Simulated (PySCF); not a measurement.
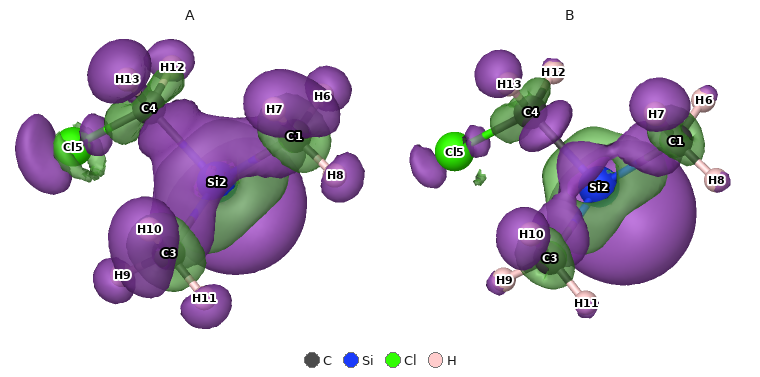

Figure. C3H8ClSi, doublet, SMILES `C[Si](C)CCl`. The two Fukui functions at ±0.015 e/Å³ (purple positive, green negative).

Method: B3LYP/6-31+G*; geometry: GFN2-xTB; program: PySCF. No frequency check shows the geometry to be a minimum. GFN2-xTB bond lengths at metals and heavier atoms can be off by up to 0.1 Å and shapes distorted, which carries into these values. GFN2-xTB doesn't know the spin state, so this open-shell geometry is rough.

Geometry (Å), atoms numbered from 1:

```
C1       2.4206    0.9282    0.1004
Si2      0.8519   -0.0251   -0.4192
C3       0.8491   -1.8195    0.2166
C4      -0.6617    0.9049    0.3264
Cl5     -2.1742    0.0349   -0.0612
H6       2.4132    1.9502   -0.2651
H7       2.5075    0.9653    1.1851
H8       3.3138    0.4470   -0.2839
H9      -0.0899   -2.3138   -0.0123
H10      0.9811   -1.8411    1.2978
H11      1.6501   -2.4028   -0.2269
H12     -0.7777    1.9145   -0.0605
H13     -0.6114    0.9573    1.4146
```

> Why do the two look alike?

The electron leaves from or enters the same singly occupied orbital. A is f⁻, B is f⁺. f⁻ (Hirshfeld-condensed) is largest on Si2 (0.42); the vertical ionisation energy is 7.75 eV (to the singlet cation, which needn't be its lowest state). f⁺ (Hirshfeld-condensed) is largest on Si2 (0.45); the vertical electron affinity is 0.63 eV (to the singlet anion, which needn't be its lowest state; the anion's highest orbital has positive energy, so this value and f⁺ depend on the basis).

Cost of the run: 54 s on 1 thread of Intel(R) Xeon(R) Platinum 8259CL CPU @ 2.50GHz (Skylake/Cascade Lake), with other jobs on the host, peak memory 0.58 GiB.
